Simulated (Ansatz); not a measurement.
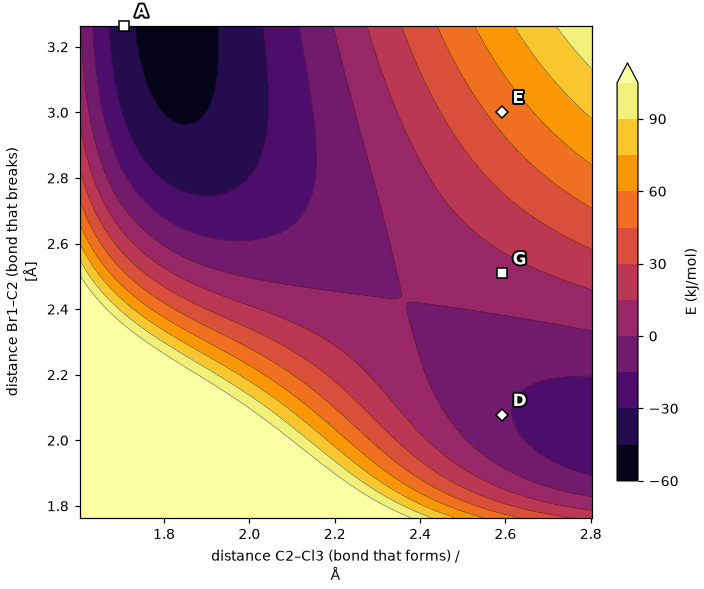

The reacting system CH3BrCl (fragments CH₃Br + Cl where the first distance is long, Br + CH₃Cl where the second is long), charge −1. 
- First axis: distance C2–Cl3 (bond that forms). Second axis: distance Br1–C2 (bond that breaks).
- Relaxed at each point: all other coordinates.
- The grid has 8 × 8 points.
- Points are written as (first, second).
- Energies are in kJ/mol, from a guessed transition structure relaxed with its forming and breaking bonds held.
- The reference is spin-restricted, so regions where a bond is pulled apart into radicals lie too high.
- The calculation used RKS PBE0-D4/def2-SVPD in Ansatz.

The picture shows filled contours, one colour for all values above the top of the scale, lettered points. Between grid points the surface is interpolated.

**What kind of point is each of E, G: minimum, saddle, maximum or slope?**

E: on a slope; G: on a slope. (In these two coordinates alone; a stationary point may lie a little off the grid point.)

**Rank the lettered points by energy, lowest first.**

A (−40 kJ/mol), D (−13 kJ/mol), G (10 kJ/mol), E (50 kJ/mol).
